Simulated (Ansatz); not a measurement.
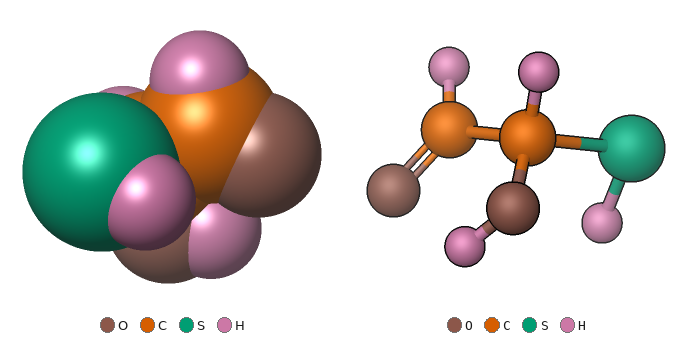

The same structure drawn twice, from different directions.

The geometry was computed by an optimisation with PBE0-D4/def2-TZVP.

Count the atoms of each element.

Answer. C2H4O2S, 9 atoms: 2 carbon, 4 hydrogen, 2 oxygen and 1 sulfur.

Name functional groups in it.

Answer. Among them: alcohol, aldehyde, thiol.

What is the point group of this geometry?

Answer. C1.

The parts below concern this one geometry. Atoms keep their numbers from picture to picture.

### Shape

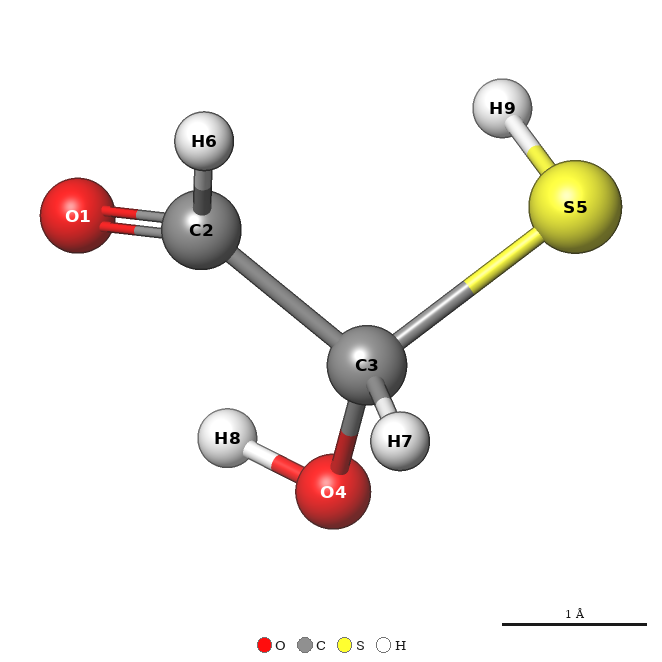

The atoms are numbered.

Give the bond lengths.

```tsv
bond	length (Å)	order
O1–C2	1.203	double
C2–C3	1.506	single
C2–H6	1.103	single
C3–O4	1.372	single
C3–S5	1.839	single
C3–H7	1.095	single
O4–H8	0.971	single
S5–H9	1.344	single
```

### Dipole moment

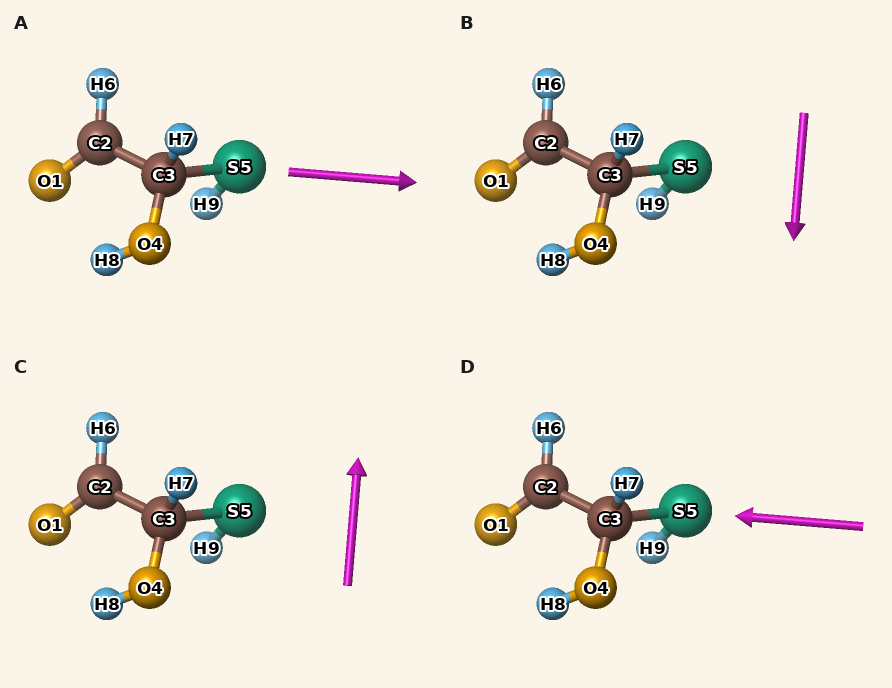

The same molecule four times, each with an arrow. Level of theory: RKS ωB97M-V/def2-TZVPP (Ansatz 0.2.0).

Which arrow points along the dipole moment, from the negative to the positive end?

Answer. C. The dipole moment is 1.41 D; it points from the side of H8 to the side of H6 (the outermost atoms at the two ends).

### Charges

The questions are on Mulliken charges. Properties computed with RKS PBE0-D4/def2-TZVP (Ansatz 0.2.0).

Which atom carries the highest charge (most positive or least negative)?

Answer. H8 (0.32 e).

And the lowest?

Answer. O4 (−0.40 e).

List the Mulliken charges.

```json
{"atom": "O1", "value (e)": "−0.30"}
{"atom": "C2", "value (e)": "0.09"}
{"atom": "C3", "value (e)": "0.10"}
{"atom": "O4", "value (e)": "−0.40"}
{"atom": "S5", "value (e)": "−0.20"}
{"atom": "H6", "value (e)": "0.11"}
{"atom": "H7", "value (e)": "0.12"}
{"atom": "H8", "value (e)": "0.32"}
{"atom": "H9", "value (e)": "0.16"}
```

### Vibrations

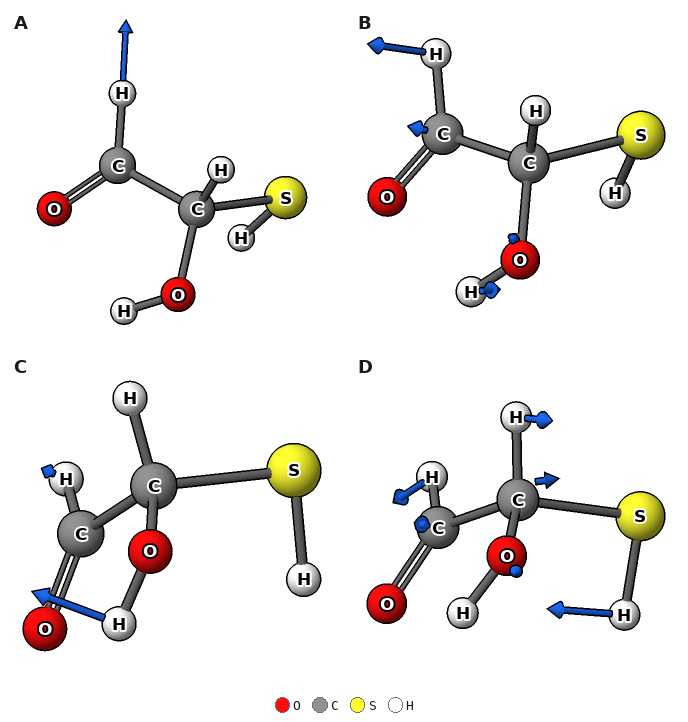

4 normal modes of one molecule or complex, as arrows. Harmonic vibrations computed with RKS PBE0-D4/def2-TZVP (Ansatz 0.2.0) at a stationary point of the same level.

Match the panels to the wavenumbers 324 cm⁻¹, 493 cm⁻¹, 906 cm⁻¹, 3000 cm⁻¹.

Answer. A: 3000 cm⁻¹, C–H stretching
B: 324 cm⁻¹
C: 493 cm⁻¹, a torsion or out-of-plane motion in which bond lengths and bond angles hardly change
D: 906 cm⁻¹

Mulliken values depend strongly on the basis set and can even reverse the polarity of a bond.
